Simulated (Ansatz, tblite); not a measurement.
# C₂H₈GeO₂: chosen isomers compared, part 1 of 2

Aim: relax some chosen isomers of C₂H₈GeO₂, and see how the levels of theory order them.

The runs use Ansatz 0.2.0, Gaussian basis; relaxed with PBE-D4/def2-SVP, singlet.

2 further runs of the same task are left out: 2 set aside as unsound or not needed. Runs told in other sessions of the task aren't counted.

### Step 1. The system as given

13 atoms, charge 0, spin multiplicity 1.

Atoms are counted from 1 here; the program's logs count them from 0.

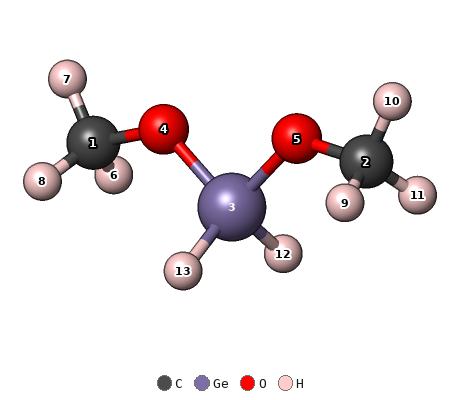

Start geometry, drawn with carbon dark grey, germanium purple, oxygen red, hydrogen pink; atoms are numbered from 1 in the order of the file.

Coordinates:

```xyz
13
charge 0, multiplicity 1
C    -1.3050    0.0082    2.3763
C     1.8141   -0.0419   -2.0158
Ge   -0.4433    0.0336   -0.3142
O    -0.2730    0.0006    1.4123
O     1.2420   -0.0135   -0.7252
H    -1.9420    0.8908    2.2805
H    -0.8230    0.0230    3.3549
H    -1.9312   -0.8839    2.3019
H     1.5176   -0.9368   -2.5682
H     2.8964   -0.0500   -1.8806
H     1.5354    0.8377   -2.6009
H    -1.1020    1.3159   -0.7879
H    -1.1860   -1.1838   -0.8332
```

The isomers as started, chosen beforehand: A: Ge(OMe)2H2; B: Ge(OH)2Me2. The structure above is A.

### Step 2. Relaxing candidate A

The input, in.yaml:

```yaml
crystal:
  periodic: [false, false, false]
  atoms:
    - {symbol: C, position_ang: [-1.305000, 0.008240, 2.376320]}
    - {symbol: C, position_ang: [1.814100, -0.041870, -2.015760]}
    - {symbol: Ge, position_ang: [-0.443300, 0.033650, -0.314170]}
    - {symbol: O, position_ang: [-0.273020, 0.000600, 1.412350]}
    - {symbol: O, position_ang: [1.241960, -0.013540, -0.725200]}
    - {symbol: H, position_ang: [-1.941990, 0.890820, 2.280470]}
    - {symbol: H, position_ang: [-0.822990, 0.023010, 3.354860]}
    - {symbol: H, position_ang: [-1.931180, -0.883910, 2.301900]}
    - {symbol: H, position_ang: [1.517620, -0.936770, -2.568160]}
    - {symbol: H, position_ang: [2.896410, -0.050020, -1.880610]}
    - {symbol: H, position_ang: [1.535380, 0.837660, -2.600940]}
    - {symbol: H, position_ang: [-1.102000, 1.315890, -0.787870]}
    - {symbol: H, position_ang: [-1.185980, -1.183750, -0.833190]}
basis:
  gaussian: {orbitals: def2-SVP}
hamiltonian: {xc: pbe, dispersion: d4}
scf: {lower_state_search: "off"}
output: {orbitals: {seedname: orbitals}}
relax: {f_tol: 0.02, max_steps: 100}
```

Run with:

```bash
> ansatz run in.yaml --threads 4 --pin off --events-out ev --progress --plain --max-ram 4787MiB
```

Output:

```text
Functional definition: PBE
  name "PBE"
  cite "Perdew, Burke & Ernzerhof, Phys. Rev. Lett. 77, 3865 (1996) doi:10.1103/PhysRevLett.77.3865"
  parent pbe
  parameter kappa = 0.804
  parameter beta = 0.06672455060314922
  exchange = pbe_x(kappa = kappa, mu = beta*pi^2/3)
  correlation = pbe_c(beta = beta)
these checks for a lower state are left out or cut short: stability, starts, cluster_reference, orbital_swaps, neighbouring_geometries, increment
1417 factors; their error is unknown
mean field evaluation 1: about -62776.8143 eV, gradient 7.6e1 eV
mean field evaluation 2: about -62724.9385 eV, gradient 1.8e2 eV
mean field evaluation 4: about -62788.4551 eV, gradient 1.2e1 eV
mean field evaluation 8: about -62788.7436 eV, gradient 1.5e-1 eV
mean field evaluation 16: about -62788.6753 eV, gradient 5.8e-5 eV
mean field -62788.67531051 eV, -2307.4412579685 hartree, gradient 5.1e-6 eV, S^2 0.000000; 0 other end points of the search recorded, 0 dependent functions left out
the calculation of the forces begins
reference -62788.67535006 eV, -2307.4412594220 hartree; 34, 34 occupied and 94, 94 virtual orbitals, 1417 factors
relax step   1: F+E_penalty+E_count = -62788.90389082 eV  Δ(F+E_penalty+E_count) = +0.000e0 eV  max|allowed force component| = 1.346e0 eV/Å  Δτ_max = 0.0000 Å  (17 SCF iters, accepted)
these checks for a lower state are left out or cut short: stability, starts, cluster_reference, orbital_swaps, neighbouring_geometries, increment
1417 factors; their error is unknown
mean field -62788.81926104 eV, -2307.4465480530 hartree, gradient 1.4e-6 eV, S^2 0.000000; 0 other end points of the search recorded, 0 dependent functions left out
the calculation of the forces begins
reference -62788.81930072 eV, -2307.4465495112 hartree; 34, 34 occupied and 94, 94 virtual orbitals, 1417 factors
relax step   2: F+E_penalty+E_count = -62789.04628681 eV  Δ(F+E_penalty+E_count) = -1.424e-1 eV  max|allowed force component| = 7.874e-1 eV/Å  Δτ_max = 0.0704 Å  (19 SCF iters, accepted)
these checks for a lower state are left out or cut short: stability, starts, cluster_reference, orbital_swaps, neighbouring_geometries, increment
1417 factors; their error is unknown
mean field evaluation 32: about -62788.8623 eV, gradient 9.6e-5 eV
mean field -62788.86227956 eV, -2307.4481289543 hartree, gradient 1.9e-6 eV, S^2 0.000000; 0 other end points of the search recorded, 0 dependent functions left out
the calculation of the forces begins
reference -62788.86231928 eV, -2307.4481304139 hartree; 34, 34 occupied and 94, 94 virtual orbitals, 1417 factors
relax step   3: F+E_penalty+E_count = -62789.08900962 eV  Δ(F+E_penalty+E_count) = -4.272e-2 eV  max|allowed force component| = 2.078e-1 eV/Å  Δτ_max = 0.0872 Å  (19 SCF iters, accepted)
[... from here on, the SCF cycles and remarks between the steps are left out ...]
relax step   4: F+E_penalty+E_count = -62789.10251852 eV  Δ(F+E_penalty+E_count) = -1.351e-2 eV  max|allowed force component| = 3.896e-2 eV/Å  Δτ_max = 0.0979 Å  (19 SCF iters, accepted)
relax step   5: F+E_penalty+E_count = -62789.10397163 eV  Δ(F+E_penalty+E_count) = -1.453e-3 eV  max|allowed force component| = 1.327e-2 eV/Å  Δτ_max = 0.0297 Å  (19 SCF iters, accepted)
relax step   6: F+E_penalty+E_count = -62789.10449161 eV  Δ(F+E_penalty+E_count) = -5.200e-4 eV  max|allowed force component| = 4.876e-2 eV/Å  Δτ_max = 0.0447 Å  (19 SCF iters, accepted)
relax step   7: F+E_penalty+E_count = -62789.10496444 eV  Δ(F+E_penalty+E_count) = -4.728e-4 eV  max|allowed force component| = 5.671e-2 eV/Å  Δτ_max = 0.0255 Å  (19 SCF iters, accepted)
relax step   8: F+E_penalty+E_count = -62789.09246579 eV  Δ(F+E_penalty+E_count) = +1.250e-2 eV  max|allowed force component| = 4.368e-1 eV/Å  Δτ_max = 0.1973 Å  (25 SCF iters, rejected (line search))
relax step   9: F+E_penalty+E_count = -62789.10897363 eV  Δ(F+E_penalty+E_count) = -4.009e-3 eV  max|allowed force component| = 5.794e-2 eV/Å  Δτ_max = 0.0987 Å  (17 SCF iters, accepted)
relax step  10: F+E_penalty+E_count = -62789.11156413 eV  Δ(F+E_penalty+E_count) = -2.590e-3 eV  max|allowed force component| = 1.265e-1 eV/Å  Δτ_max = 0.0824 Å  (18 SCF iters, accepted)
relax step  11: F+E_penalty+E_count = -62789.11356625 eV  Δ(F+E_penalty+E_count) = -2.002e-3 eV  max|allowed force component| = 1.600e-1 eV/Å  Δτ_max = 0.0432 Å  (19 SCF iters, accepted)
relax step  12: F+E_penalty+E_count = -62789.11642367 eV  Δ(F+E_penalty+E_count) = -2.857e-3 eV  max|allowed force component| = 1.797e-1 eV/Å  Δτ_max = 0.0672 Å  (18 SCF iters, accepted)
relax step  13: F+E_penalty+E_count = -62789.11947709 eV  Δ(F+E_penalty+E_count) = -3.053e-3 eV  max|allowed force component| = 1.805e-1 eV/Å  Δτ_max = 0.0483 Å  (19 SCF iters, accepted)
relax step  14: F+E_penalty+E_count = -62789.12347290 eV  Δ(F+E_penalty+E_count) = -3.996e-3 eV  max|allowed force component| = 2.486e-1 eV/Å  Δτ_max = 0.1038 Å  (19 SCF iters, accepted)
relax step  15: F+E_penalty+E_count = -62789.12709924 eV  Δ(F+E_penalty+E_count) = -3.626e-3 eV  max|allowed force component| = 2.359e-1 eV/Å  Δτ_max = 0.0388 Å  (19 SCF iters, accepted)
relax step  16: F+E_penalty+E_count = -62789.13509875 eV  Δ(F+E_penalty+E_count) = -8.000e-3 eV  max|allowed force component| = 2.312e-1 eV/Å  Δτ_max = 0.1030 Å  (18 SCF iters, accepted)
relax step  17: F+E_penalty+E_count = -62789.12427580 eV  Δ(F+E_penalty+E_count) = +1.082e-2 eV  max|allowed force component| = 6.232e-1 eV/Å  Δτ_max = 0.1890 Å  (25 SCF iters, rejected (line search))
relax step  18: F+E_penalty+E_count = -62789.14164298 eV  Δ(F+E_penalty+E_count) = -6.544e-3 eV  max|allowed force component| = 1.661e-1 eV/Å  Δτ_max = 0.0900 Å  (18 SCF iters, accepted)
relax step  19: F+E_penalty+E_count = -62789.15680866 eV  Δ(F+E_penalty+E_count) = -1.517e-2 eV  max|allowed force component| = 7.487e-2 eV/Å  Δτ_max = 0.1000 Å  (18 SCF iters, accepted)
relax step  20: F+E_penalty+E_count = -62789.16779276 eV  Δ(F+E_penalty+E_count) = -1.098e-2 eV  max|allowed force component| = 2.996e-1 eV/Å  Δτ_max = 0.1477 Å  (19 SCF iters, accepted)
relax step  21: F+E_penalty+E_count = -62789.18231627 eV  Δ(F+E_penalty+E_count) = -1.452e-2 eV  max|allowed force component| = 2.466e-1 eV/Å  Δτ_max = 0.1160 Å  (18 SCF iters, accepted)
relax step  22: F+E_penalty+E_count = -62789.21466572 eV  Δ(F+E_penalty+E_count) = -3.235e-2 eV  max|allowed force component| = 4.378e-2 eV/Å  Δτ_max = 0.2000 Å  (18 SCF iters, accepted)
relax step  23: F+E_penalty+E_count = -62789.21487611 eV  Δ(F+E_penalty+E_count) = -2.104e-4 eV  max|allowed force component| = 3.494e-1 eV/Å  Δτ_max = 0.1927 Å  (19 SCF iters, accepted)
relax step  24: F+E_penalty+E_count = -62789.23456203 eV  Δ(F+E_penalty+E_count) = -1.969e-2 eV  max|allowed force component| = 4.180e-1 eV/Å  Δτ_max = 0.1986 Å  (20 SCF iters, accepted)
relax step  25: F+E_penalty+E_count = -62789.27292333 eV  Δ(F+E_penalty+E_count) = -3.836e-2 eV  max|allowed force component| = 4.745e-2 eV/Å  Δτ_max = 0.2000 Å  (19 SCF iters, accepted)
relax step  26: F+E_penalty+E_count = -62789.27707251 eV  Δ(F+E_penalty+E_count) = -4.149e-3 eV  max|allowed force component| = 6.851e-2 eV/Å  Δτ_max = 0.0537 Å  (19 SCF iters, accepted)
relax step  27: F+E_penalty+E_count = -62789.28183924 eV  Δ(F+E_penalty+E_count) = -4.767e-3 eV  max|allowed force component| = 3.169e-1 eV/Å  Δτ_max = 0.1950 Å  (19 SCF iters, accepted)
relax step  28: F+E_penalty+E_count = -62789.29338113 eV  Δ(F+E_penalty+E_count) = -1.154e-2 eV  max|allowed force component| = 9.518e-2 eV/Å  Δτ_max = 0.0473 Å  (20 SCF iters, accepted)
relax step  29: F+E_penalty+E_count = -62789.29883626 eV  Δ(F+E_penalty+E_count) = -5.455e-3 eV  max|allowed force component| = 1.035e-1 eV/Å  Δτ_max = 0.1076 Å  (18 SCF iters, accepted)
relax step  30: F+E_penalty+E_count = -62789.30256186 eV  Δ(F+E_penalty+E_count) = -3.726e-3 eV  max|allowed force component| = 1.469e-1 eV/Å  Δτ_max = 0.1289 Å  (18 SCF iters, accepted)
relax step  31: F+E_penalty+E_count = -62789.30550837 eV  Δ(F+E_penalty+E_count) = -2.947e-3 eV  max|allowed force component| = 7.377e-2 eV/Å  Δτ_max = 0.0473 Å  (19 SCF iters, accepted)
relax step  32: F+E_penalty+E_count = -62789.30741561 eV  Δ(F+E_penalty+E_count) = -1.907e-3 eV  max|allowed force component| = 2.807e-2 eV/Å  Δτ_max = 0.0609 Å  (19 SCF iters, accepted)
relax step  33: F+E_penalty+E_count = -62789.30839411 eV  Δ(F+E_penalty+E_count) = -9.785e-4 eV  max|allowed force component| = 6.049e-2 eV/Å  Δτ_max = 0.0799 Å  (18 SCF iters, accepted)
relax step  34: F+E_penalty+E_count = -62789.30897940 eV  Δ(F+E_penalty+E_count) = -5.853e-4 eV  max|allowed force component| = 2.593e-2 eV/Å  Δτ_max = 0.0293 Å  (20 SCF iters, accepted)
these checks for a lower state are left out or cut short: stability, starts, cluster_reference, orbital_swaps, neighbouring_geometries, increment
1417 factors; their error is unknown
mean field evaluation 256: about -62789.1360 eV, gradient 4.0e-3 eV
mean field -62789.06858541 eV, -2307.4557105544 hartree, gradient 9.8e-7 eV, S^2 0.000000; 0 other end points of the search recorded, 0 dependent functions left out
the calculation of the forces begins
reference -62789.06862400 eV, -2307.4557119728 hartree; 34, 34 occupied and 94, 94 virtual orbitals, 1417 factors
relax step  35: F+E_penalty+E_count = -62789.30917846 eV  Δ(F+E_penalty+E_count) = -1.991e-4 eV  max|allowed force component| = 1.109e-2 eV/Å  Δτ_max = 0.0267 Å  (20 SCF iters, accepted)
Total energy: -62789.30921706 eV, -2307.4645536045 hartree
Atom 0 at    -0.725327     0.027594     2.006751 Å, force     0.002785     0.000504     0.001309 eV/Å
Atom 1 at     1.654503    -0.052413    -1.346455 Å, force     0.007398    -0.003358    -0.000382 eV/Å
Atom 2 at    -1.054555     0.027584    -0.749732 Å, force    -0.008626     0.011095     0.007452 eV/Å
Atom 3 at    -0.956860    -0.770142     0.859141 Å, force     0.002252    -0.006027    -0.002639 eV/Å
Atom 4 at     0.524464     0.782126    -1.163823 Å, force    -0.000992    -0.003184    -0.001347 eV/Å
Atom 5 at    -1.467601     0.854979     2.115019 Å, force     0.000996    -0.000560    -0.000504 eV/Å
Atom 6 at     0.291053     0.485867     2.010919 Å, force    -0.004226    -0.000384    -0.000454 eV/Å
Atom 7 at    -0.811674    -0.620434     2.904402 Å, force     0.001185     0.001874    -0.004379 eV/Å
Atom 8 at     1.481915    -0.853537    -2.105350 Å, force     0.002899     0.003109     0.002593 eV/Å
Atom 9 at     1.976269    -0.549124    -0.401490 Å, force    -0.000731     0.001986    -0.005373 eV/Å
Atom 10 at     2.496585     0.575688    -1.706598 Å, force    -0.004241    -0.004570     0.003374 eV/Å
Atom 11 at    -2.027207     1.231447    -0.709793 Å, force    -0.002655     0.001160    -0.001648 eV/Å
Atom 12 at    -1.381554    -1.139626    -1.712992 Å, force     0.003955    -0.001645     0.001998 eV/Å
Dipole moment:     0.023624    -0.001690     0.015001 e Å
Checks for a lower state left out: stability, starts, cluster_reference, orbital_swaps, neighbouring_geometries, increment
```

It took 38 s on 4 threads of Arm Neoverse V1, shared host.

Step by step: (not every step is listed) (the energy doesn't fall at every step)

```
step  energy from step 1 (eV)  largest force component (eV/Å)
   1                   0.0000                          1.3461
   2                  -0.1424                          0.7874
   3                  -0.1851                          0.2078
   4                  -0.1986                          0.0390
   5                  -0.2001                          0.0133
   6                  -0.2006                          0.0488
   7                  -0.2011                          0.0567
   8                  -0.1886                          0.4368
   9                  -0.2051                          0.0579
  11                  -0.2097                          0.1600
  13                  -0.2156                          0.1805
  15                  -0.2232                          0.2359
  17                  -0.2204                          0.6232
  19                  -0.2529                          0.0749
  21                  -0.2784                          0.2466
  23                  -0.3110                          0.3494
  25                  -0.3690                          0.0474
  27                  -0.3779                          0.3169
  29                  -0.3949                          0.1035
  30                  -0.3987                          0.1469
  31                  -0.4016                          0.0738
  32                  -0.4035                          0.0281
  33                  -0.4045                          0.0605
  34                  -0.4051                          0.0259
  35                  -0.4053                          0.0111
```

The force was under the threshold of 0.02 eV/Å already at step 5, but the program went on to step 35.

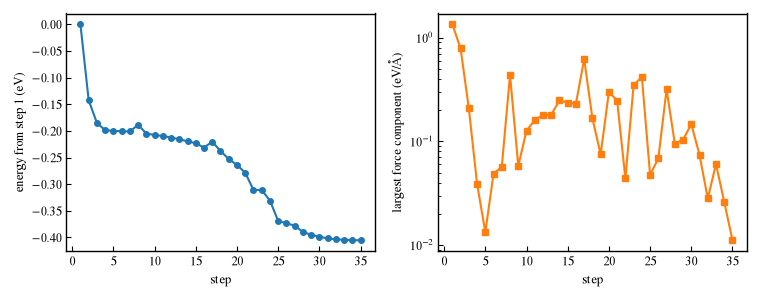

Energy and largest force along the relaxation.

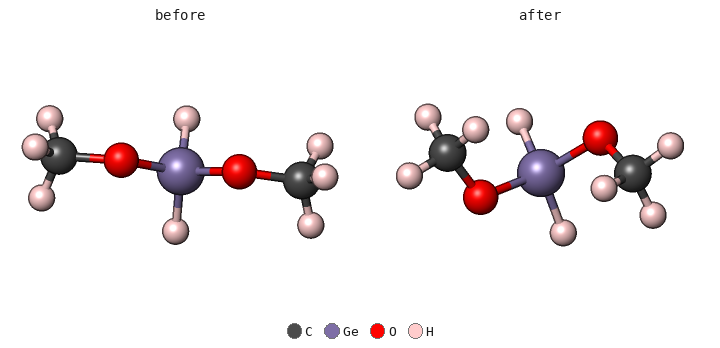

Before and after, at one scale.

Distances of close pairs at the start and the end, largest changes first:

```
   bond  before (Å)  after (Å)  change (Å)
 Ge3–O4       1.735      1.798      +0.063
 Ge3–O5       1.735      1.798      +0.063
Ge3–H12       1.517      1.548      +0.031
Ge3–H13       1.518      1.548      +0.031
  C2–H9       1.093      1.117      +0.024
 C2–H10       1.091      1.115      +0.024
  C1–H6       1.093      1.117      +0.024
  C1–H7       1.091      1.115      +0.024
```

### Step 3. Relaxing candidate B

The input, in.yaml:

```yaml
crystal:
  periodic: [false, false, false]
  atoms:
    - {symbol: C, position_ang: [-0.557720, 1.710850, -0.457120]}
    - {symbol: C, position_ang: [-0.620960, -1.711650, -0.370030]}
    - {symbol: Ge, position_ang: [0.228800, -0.001340, 0.156390]}
    - {symbol: O, position_ang: [0.300020, -0.097270, 1.919710]}
    - {symbol: O, position_ang: [1.909100, 0.089490, -0.387430]}
    - {symbol: H, position_ang: [0.712740, 0.638640, 2.366230]}
    - {symbol: H, position_ang: [2.476630, -0.626150, -0.110290]}
    - {symbol: H, position_ang: [0.069640, 2.538400, -0.139470]}
    - {symbol: H, position_ang: [-1.554010, 1.844220, -0.046880]}
    - {symbol: H, position_ang: [-0.619530, 1.725450, -1.538980]}
    - {symbol: H, position_ang: [-1.672340, -1.703330, -0.107430]}
    - {symbol: H, position_ang: [-0.144370, -2.534390, 0.154840]}
    - {symbol: H, position_ang: [-0.527990, -1.872930, -1.439530]}
basis:
  gaussian: {orbitals: def2-SVP}
hamiltonian: {xc: pbe, dispersion: d4}
scf: {lower_state_search: "off"}
output: {orbitals: {seedname: orbitals}}
relax: {f_tol: 0.02, max_steps: 100}
```

Launched as before.

Output (excerpt; [...] marks lines left out):

```text
Functional definition: PBE
  name "PBE"
  cite "Perdew, Burke & Ernzerhof, Phys. Rev. Lett. 77, 3865 (1996) doi:10.1103/PhysRevLett.77.3865"
  parent pbe
[...]
1417 factors; their error is unknown
[...]
mean field -62790.51660472 eV, -2307.5089242828 hartree, gradient 6.4e-6 eV, S^2 0.000000; 0 other end points of the search recorded, 0 dependent functions left out
[...]
reference -62790.51664215 eV, -2307.5089256583 hartree; 34, 34 occupied and 94, 94 virtual orbitals, 1417 factors
relax step   1: F+E_penalty+E_count = -62790.76580245 eV  Δ(F+E_penalty+E_count) = +0.000e0 eV  max|allowed force component| = 1.009e0 eV/Å  Δτ_max = 0.0000 Å  (18 SCF iters, accepted)
[...]
relax step   5: F+E_penalty+E_count = -62790.91865595 eV  Δ(F+E_penalty+E_count) = -1.091e-3 eV  max|allowed force component| = 3.600e-2 eV/Å  Δτ_max = 0.0205 Å  (21 SCF iters, accepted)
[...]
Atom 5 at     0.690941     0.683346     2.373748 Å, force     0.002073    -0.000102    -0.000126 eV/Å
Atom 6 at     2.470622    -0.679818    -0.141298 Å, force     0.000475    -0.000099     0.001346 eV/Å
Atom 7 at     0.052659     2.525752    -0.149658 Å, force    -0.000733    -0.000704    -0.000818 eV/Å
Atom 8 at    -1.577430     1.761616    -0.036280 Å, force     0.000131    -0.002190    -0.000184 eV/Å
Atom 9 at    -0.619429     1.637035    -1.557470 Å, force    -0.000822    -0.000107    -0.002338 eV/Å
Atom 10 at    -1.682449    -1.624092    -0.089529 Å, force    -0.001043     0.000154     0.000542 eV/Å
Atom 11 at    -0.143226    -2.523139     0.126127 Å, force    -0.000972     0.000956    -0.001021 eV/Å
Atom 12 at    -0.535065    -1.779561    -1.470138 Å, force    -0.000519     0.002947    -0.000476 eV/Å
Dipole moment:    -0.085316     0.000923    -0.058603 e Å
Checks for a lower state left out: stability, starts, cluster_reference, orbital_swaps, neighbouring_geometries, increment
```

Run time: 7 s. Hardware: 4 threads of Arm Neoverse V1, shared host.

Step by step:

```
step  energy from step 1 (eV)  largest force component (eV/Å)
   1                   0.0000                          1.0091
   2                  -0.1240                          0.5076
   3                  -0.1463                          0.1752
   4                  -0.1518                          0.1041
   5                  -0.1529                          0.0360
   6                  -0.1532                          0.0046
```

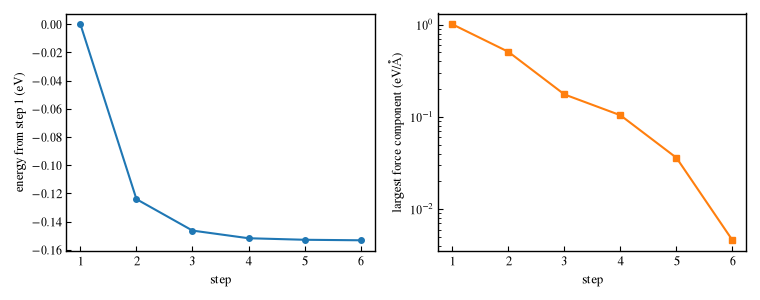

Energy and largest force along the relaxation.

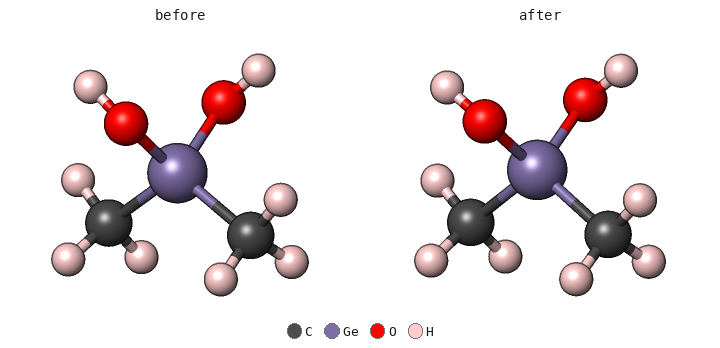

Before and after, at one scale.

Close pairs (by a distance rule), those that changed most:

```
  bond  before (Å)  after (Å)  change (Å)
Ge3–O4       1.767      1.807      +0.040
Ge3–O5       1.768      1.807      +0.039
C1–Ge3       1.982      1.953      -0.029
C2–Ge3       1.981      1.953      -0.028
C2–H11       1.084      1.108      +0.024
C1–H10       1.084      1.108      +0.024
C2–H13       1.086      1.107      +0.021
 C1–H9       1.086      1.107      +0.021
```

### Step 4. The relaxed candidates

```
candidate  point group                                 bonds (count, mean Å)  energy above the lowest (kJ/mol)
        A           C2  Ge–O 2, 1.80; C–O 2, 1.42; C–H 6, 1.11; Ge–H 2, 1.55                             155.3
        B           C2  Ge–O 2, 1.81; C–Ge 2, 1.95; C–H 6, 1.11; H–O 2, 0.98                               0.0
```

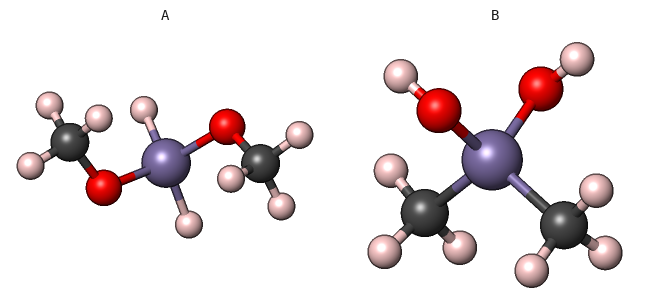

The candidates after relaxation.

### Step 5. Candidate A, GFN1-xTB

Tight binding, by tblite at 300 K electronic temperature and without a spin-polarisation term:

```python
tblite.interface.Calculator('GFN1-xTB', numbers, positions, charge=0, uhf=0).singlepoint()
```

Energy -533.5999 eV, HOMO -12.25 eV, LUMO -5.96 eV; 0.007 s.

### Step 6. Candidate A, GFN2-xTB

Tight binding, by tblite at 300 K electronic temperature and without a spin-polarisation term:

```python
tblite.interface.Calculator('GFN2-xTB', numbers, positions, charge=0, uhf=0).singlepoint()
```

Energy -501.5571 eV, HOMO -11.34 eV, LUMO -3.77 eV; 0.004 s.

(Continued in part 2 of 2.)
